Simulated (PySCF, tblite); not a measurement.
# B3N3H5 radical, a small gas-phase stand-in for a defect centre (BN ring, B edge): EPR parameters

What EPR parameters should one expect for `[B]1NBNBN1`? It is drawn as: dangling bond.

Computed with tblite 0.8.0 and PySCF 2.14.0; each step states its level. No surroundings beyond the atoms listed, unless a continuum is named. Atoms count from 0, parts from 1.

### Step 1. The system as given

11 atoms, charge 0, multiplicity 2; geometry: distance geometry start.

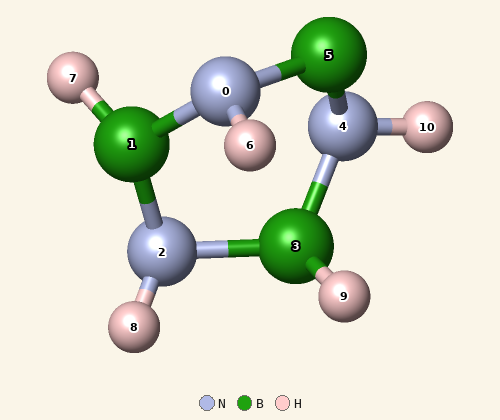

The starting geometry (nitrogen light blue, boron green, hydrogen pink), atoms numbered.

### Step 2. Geometry optimisation with GFN2-xTB

The job: settings as JSON, then the geometry in Å.

```
{"job": {"kind": "relax", "xc": "GFN2-xTB", "basis": "xTB"}, "charge": 0, "multiplicity": 2}
N     -1.290904     0.627016     0.505067
B     -1.192572    -0.500565    -0.527389
N      0.109111    -1.323110    -0.603127
B      1.166034    -0.394425     0.039762
N      1.072799     1.049086    -0.409354
B     -0.167142     1.646205     0.239582
H     -1.289352     0.283585     1.481908
H     -1.631574    -0.262900    -1.600761
H      0.046252    -2.220890    -0.133847
H      1.253852    -0.543102     1.239488
H      1.947456     1.591161    -0.233904
```

With the program's defaults for keys left out, this is: GFN2-xTB geometry optimisation, gas phase.

Launch:

```
OMP_NUM_THREADS=1 python cluster_run.py task.json out
```

The driver reads the jobs from task.json and runs them one after another.

Standard output:

```text
step      E/eV     max force
  0    -407.08323    3.886
  1    -407.70923    2.707
  2    -408.19099    3.133
  3    -408.35306    1.208
  4    -408.43903    1.267
  5    -408.69398    1.376
  6    -408.85566    1.542
  7    -408.99904    1.287
  8    -409.09348    0.830
  9    -409.18489    0.969
 10    -409.25720    0.889
 11    -409.34729    0.813
 12    -409.43238    0.765
 13    -409.51608    0.981
 14    -409.63436    0.981
 15    -409.74403    1.119
 16    -409.87150    1.213
 17    -409.99924    1.063
 18    -410.13037    1.311
 19    -410.24368    2.791
 20    -410.35945    1.743
 21    -410.47353    2.288
 22    -410.64588    0.914
 23    -410.76276    1.851
 24    -410.83295    1.250
 25    -410.92447    0.561
 26    -410.97225    0.463
 27    -411.02308    0.743
 28    -411.06448    0.768
 29    -411.10682    0.534
 30    -411.13268    0.477
 31    -411.15144    0.870
 32    -411.16829    0.431
 33    -411.18469    0.233
 34    -411.19087    0.223
 35    -411.20246    0.292
 36    -411.21105    0.325
 37    -411.21583    0.193
 38    -411.21742    0.109
 39    -411.21842    0.103
 40    -411.21963    0.120
 41    -411.22083    0.142
 42    -411.22173    0.077
 43    -411.22233    0.053
 44    -411.22274    0.049
 45    -411.22299    0.038
 46    -411.22314    0.035
 47    -411.22326    0.033
 48    -411.22340    0.040
 49    -411.22357    0.049
 50    -411.22373    0.037
 51    -411.22387    0.028
 52    -411.22396    0.028
 53    -411.22402    0.029
 54    -411.22407    0.022
 55    -411.22410    0.012
 56    -411.22413    0.015
 57    -411.22415    0.014
 58    -411.22416    0.008
 59    -411.22417    0.007
```

Run time: 0.76 s. Hardware: 1 thread of Arm Neoverse V1, shared host.

Step by step:

```
step  energy from step 0 (eV)  largest force (eV/Å)
   0                   0.0000                3.8856
   2                  -1.1078                3.1332
   4                  -1.3558                1.2671
   6                  -1.7724                1.5414
   8                  -2.0102                0.8300
  10                  -2.1740                0.8894
  12                  -2.3492                0.7656
  14                  -2.5511                0.9813
  16                  -2.7883                1.2133
  18                  -3.0471                1.3115
  20                  -3.2762                1.7434
  22                  -3.5626                0.9146
  24                  -3.7497                1.2497
  26                  -3.8890                0.4627
  28                  -3.9812                0.7682
  30                  -4.0494                0.4767
  32                  -4.0851                0.4303
  34                  -4.1076                0.2226
  36                  -4.1278                0.3255
  38                  -4.1342                0.1085
  40                  -4.1364                0.1196
  42                  -4.1385                0.0774
  44                  -4.1395                0.0489
  46                  -4.1399                0.0349
  48                  -4.1402                0.0411
  50                  -4.1405                0.0378
  52                  -4.1407                0.0284
  54                  -4.1408                0.0222
  56                  -4.1409                0.0150
  58                  -4.1409                0.0085
  59                  -4.1409                0.0065
```

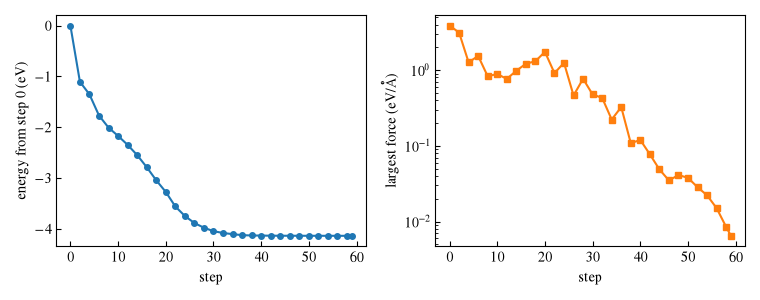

Energy and force, step by step.

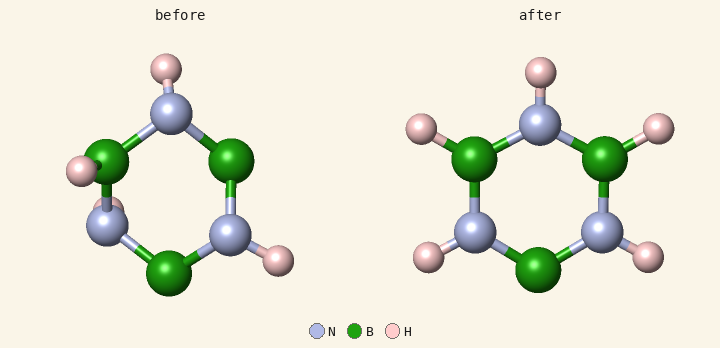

The geometry before (left) and after (right).

Close pairs (by a distance rule), those that changed most:

```
  bond  before (Å)  after (Å)  change (Å)
 N2–B3       1.547      1.416      -0.130
 B1–N2       1.542      1.417      -0.125
 N0–B5       1.540      1.418      -0.122
 N0–B1       1.532      1.419      -0.113
 N4–B5       1.522      1.418      -0.103
 B3–N4       1.515      1.419      -0.096
 B3–H9       1.212      1.176      -0.036
N4–H10       1.044      1.009      -0.034
```

### Step 3. Relaxing the molecule at PBE0-D3(BJ)/def2-SVP

The job: settings as JSON, then the geometry in Å.

```
{"job": {"xc": "PBE0", "basis": "def2-SVP", "d3": "d3bj", "grid": 2, "kind": "geom", "shake": 0.01}, "charge": 0, "multiplicity": 2}
N     -1.264570     0.803262     0.128466
B     -1.200488    -0.536073    -0.270965
N      0.079875    -1.106185    -0.325417
B      1.311240    -0.383601     0.001179
N      1.118962     0.963864     0.379836
B     -0.149344     1.608587     0.457278
H     -2.194630     1.242288     0.162082
H     -2.138530    -1.149704    -0.546783
H      0.186424    -2.064933    -0.571291
H      2.336593    -0.892834    -0.034446
H      1.947157     1.486829     0.630361
```

Standard output:

```text
step   0  E = -241.52237940  max force = 0.057769
step   1  E = -241.52994354  max force = 0.012626
step   2  E = -241.53007212  max force = 0.005148
step   3  E = -241.53020704  max force = 0.004700
step   4  E = -241.53026479  max force = 0.001021
step   5  E = -241.53026970  max force = 0.000283
optimisation converged
```

Wall time 59 s (1 thread of Arm Neoverse V1, shared host); peak memory 0.59 GiB.

Relaxation path:

```
step  energy from step 0 (eV)  largest force component (eV/Å)
   0                   0.0000                          2.9706
   1                  -0.2058                          0.6493
   2                  -0.2093                          0.2647
   3                  -0.2130                          0.2417
   4                  -0.2146                          0.0525
   5                  -0.2147                          0.0146
```

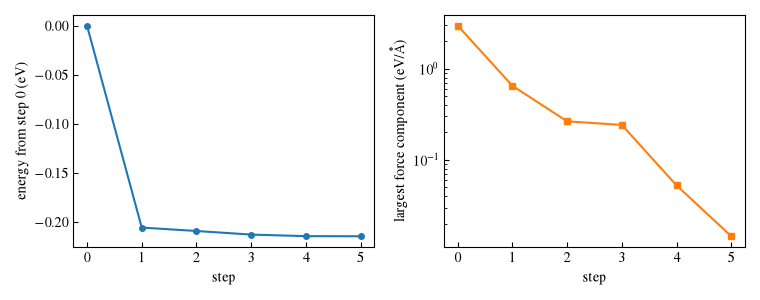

Energy and force, step by step.

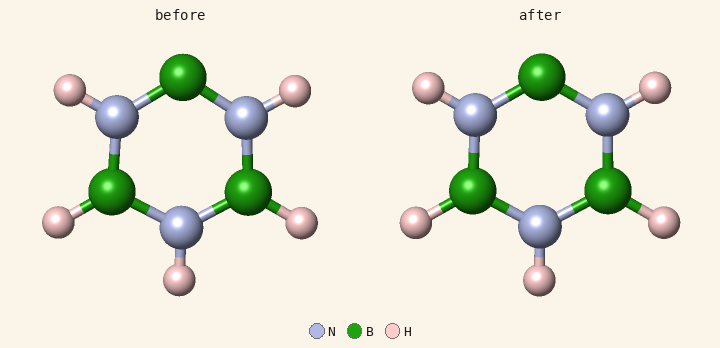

Before and after, at one scale.

Close pairs (by a distance rule), those that changed most:

```
 bond  before (Å)  after (Å)  change (Å)
B3–H9       1.145      1.209      +0.064
B1–H7       1.154      1.209      +0.055
N2–B3       1.465      1.426      -0.038
N0–B1       1.399      1.431      +0.032
B1–N2       1.403      1.427      +0.024
B3–N4       1.413      1.431      +0.018
N0–H6       1.029      1.011      -0.018
N2–H8       0.995      1.011      +0.016
```

The next job starts from the end point, and lists it.

```
                         at the end point                value
  point group (found at 0.08 Å tolerance)                  C2v
rotational constants (GHz, main isotopes)  5.772, 5.243, 2.747
                        dipole moment (D)                 0.56
                                     ⟨S²⟩                0.753
```

### Step 4. EPR parameters: B3LYP/IGLO-III+pcH-1

The job: settings as JSON, then the geometry in Å.

```
{"job": {"kind": "epr"}, "charge": 0, "multiplicity": 2}
N     -1.289245     0.848924     0.083512
B     -1.197153    -0.522343    -0.313840
N      0.104345    -1.105304    -0.361952
B      1.292670    -0.387414    -0.034797
N      1.145964     0.981384     0.356042
B     -0.130598     1.596835     0.416473
H     -2.199713     1.287371     0.126780
H     -2.184571    -1.160135    -0.597163
H      0.187270    -2.073981    -0.640680
H      2.381408    -0.910972    -0.084355
H      1.972239     1.514034     0.593958
```

Method: UKS B3LYP, IGLO-III on B N, pcH-1 on H, non-relativistic, mean-field spin-orbit, GIAO.

Standard output:

```text
UKS, coarse grid
  cycle   1  E = -242.01287340  |g| = 4.38e-01
  cycle   2  E = -241.91372537  |g| = 6.56e-01
  cycle   3  E = -242.09711364  |g| = 3.29e-02
  cycle   4  E = -242.09760751  |g| = 1.31e-02
  cycle   5  E = -242.09769636  |g| = 3.56e-03
  cycle   6  E = -242.09770408  |g| = 1.80e-03
  cycle   7  E = -242.09770556  |g| = 7.53e-04
UKS, final grid
  cycle   1  E = -242.09770499  |g| = 1.15e-03
  cycle   2  E = -242.09770397  |g| = 1.96e-03
  cycle   3  E = -242.09770555  |g| = 6.96e-05
  cycle   4  E = -242.09770555  |g| = 3.14e-05
  cycle   5  E = -242.09770555  |g| = 9.18e-06
E = -242.09770555 Eh   <S^2> = 0.7520 (exact 0.7500)
g shifts (ppm)      1          2          3
  rmc          -106       -106       -106
  gc             17         21          3
  oz_so       -1027       -199        175
  total       -1116       -284         72
hyperfine (MHz)  atom isotope    a_iso     a_fc   dipolar eigenvalues
    0   14N      15.74      15.74     -3.77     -1.64      5.42
    1   11B      19.27      19.27     -2.47     -2.23      4.70
    2   14N      -0.73      -0.73     -0.65      0.10      0.55
    3   11B      19.31      19.31     -2.48     -2.23      4.71
    4   14N      15.74      15.74     -3.77     -1.64      5.41
    5   11B     490.40     490.40    -39.24    -34.60     73.85
    6    1H      26.10      26.10     -7.46     -5.71     13.17
    7    1H       7.59       7.59     -1.75     -1.13      2.88
    8    1H       1.72       1.72     -1.06     -0.50      1.56
    9    1H       7.54       7.54     -1.75     -1.13      2.88
   10    1H      26.16      26.16     -7.46     -5.71     13.17
```

It took 43 s on 1 thread of Arm Neoverse V1, shared host; peak memory 0.98 GiB.

Principal g values 2.00120, 2.00204, 2.00239; g(iso) = 2.00188, against 2.00232 for a free electron.

Hyperfine couplings; where a row names several nuclei, a(iso) is their mean (it holds for fast rotation or exchange) and the dipolar term the largest among them:

```
 nuclei  isotope  a(iso) (MHz)  a(iso) (G, at g = 2.0023)  largest dipolar term (MHz)
     B5      11B         490.4                      175.0                        73.8
H6, H10       1H          26.1                        9.3                        13.2
 B1, B3      11B          19.3                        6.9                         4.7
 N0, N4      14N          15.7                        5.6                         5.4
 H7, H9       1H           7.6                        2.7                         2.9
     H8       1H           1.7                        0.6                         1.6
     N2      14N          -0.7                       -0.3                        -0.6
```

Mulliken spin populations:

```
atom  value (e)
  N0      -0.02
  B1       0.03
  N2      -0.01
  B3       0.03
  N4      -0.02
  B5       0.98
  H6       0.00
  H7       0.00
  H8       0.00
  H9       0.00
 H10       0.00
```

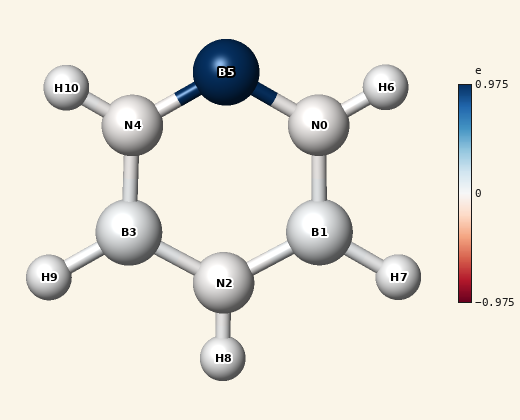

Mulliken spin populations, as colours on the atoms.

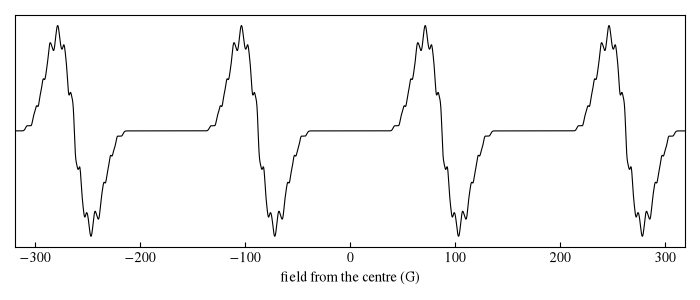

First-order isotropic spectrum (first derivative, main isotopes with spin only, couplings over 0.8 MHz, Gaussian width 1.5 G; couplings of the frozen geometry, rotation of groups not averaged beyond the rows shown).

### Step 5. g tensor and hyperfine couplings: BHandHLYP/IGLO-III+pcH-1

Settings changed since step 4:

```diff
@@ -1,2 +1,2 @@
-{"job": {"kind": "epr"}, "charge": 0, "multiplicity": 2}
+{"job": {"kind": "epr", "xc": "BHandHLYP"}, "charge": 0, "multiplicity": 2}
 N     -1.289245     0.848924     0.083512
```

Level: UKS BHandHLYP, IGLO-III on B N, pcH-1 on H, non-relativistic, mean-field spin-orbit, GIAO.

Standard output:

```text
UKS, coarse grid
  cycle   1  E = -241.89077693  |g| = 3.46e-01
  cycle   2  E = -241.91199435  |g| = 3.22e-01
  cycle   3  E = -241.95404848  |g| = 3.70e-02
  cycle   4  E = -241.95507657  |g| = 6.82e-03
  cycle   5  E = -241.95513122  |g| = 3.25e-03
  cycle   6  E = -241.95514186  |g| = 1.12e-03
  cycle   7  E = -241.95514326  |g| = 7.37e-04
UKS, final grid
  cycle   1  E = -241.95514238  |g| = 7.92e-04
  cycle   2  E = -241.95514233  |g| = 9.22e-04
  cycle   3  E = -241.95514267  |g| = 7.60e-05
  cycle   4  E = -241.95514268  |g| = 3.69e-05
  cycle   5  E = -241.95514268  |g| = 6.55e-06
E = -241.95514268 Eh   <S^2> = 0.7518 (exact 0.7500)
g shifts (ppm)      1          2          3
  rmc          -107       -107       -107
  gc             19         21          3
  oz_so       -1007       -188        176
  total       -1096       -273         71
hyperfine (MHz)  atom isotope    a_iso     a_fc   dipolar eigenvalues
    0   14N      16.49      16.49     -3.61     -1.67      5.28
    1   11B      19.89      19.89     -2.37     -2.16      4.53
    2   14N      -0.89      -0.89     -0.56      0.06      0.51
    3   11B      19.93      19.93     -2.37     -2.16      4.53
    4   14N      16.48      16.48     -3.61     -1.66      5.28
    5   11B     510.88     510.88    -39.36    -34.82     74.18
    6    1H      24.85      24.85     -7.46     -5.83     13.29
    7    1H       7.04       7.04     -1.69     -1.13      2.82
    8    1H       1.34       1.34     -1.04     -0.55      1.58
    9    1H       7.00       7.00     -1.69     -1.13      2.82
   10    1H      24.91      24.91     -7.45     -5.83     13.29
```

Run time: 44 s. Hardware: 1 thread of Arm Neoverse V1, shared host; peak memory 1.1 GiB.

In short: g(iso) 2.00189.

### Step 6. Side by side: EPR parameters

g, ⟨S²⟩ and isotropic hyperfine couplings (MHz), with basis size and wall time:

```
                     run   g(iso)   ⟨S²⟩  11B B5  1H H6 (mean)  11B B1 (mean)  14N N0 (mean)  1H H7 (mean)  functions  time
    B3LYP/IGLO-III+pcH-1  2.00188  0.752   490.4          26.1           19.3           15.7           7.6        260  43 s
BHandHLYP/IGLO-III+pcH-1  2.00189  0.752   510.9          24.9           19.9           16.5           7.0        260  44 s
```

### Step 7. Outcome

| quantity | value |
| --- | --- |
| point group | C2v |
| rotational constants (main isotopes) | 5.77, 5.24, 2.75 GHz |
| g(iso) (B3LYP) | 2.00188 |
| ⟨S²⟩ | 0.752 (exact 0.75) |
| largest a(iso) (averaged by class) | 11B on B5, 490.4 MHz |

**Reading.** The start of the PBE0/def2-SVP relaxation was shaken at random by about 0.01 Å, so part of the energy gained, and of the first lengths quoted, undoes that. Over 5 steps the energy fell by 0.215 eV; of the close pairs, B3–H9 changed most, 1.145 to 1.209 Å (PBE0/def2-SVP). No frequency check was run at this level, so the end point may be a saddle. Most of the unpaired spin sits on B5 (0.98 e). The isotropic g lies 0.4 ppt below the free-electron value. The coupling of 11B on B5 runs from 490.4 (B3LYP/IGLO-III+pcH-1) to 510.9 MHz (BHandHLYP/IGLO-III+pcH-1). A capped cluster stands for the solid here, so long-range fields and strain are missing, and bands or shifts of the capping hydrogens have no counterpart in it.
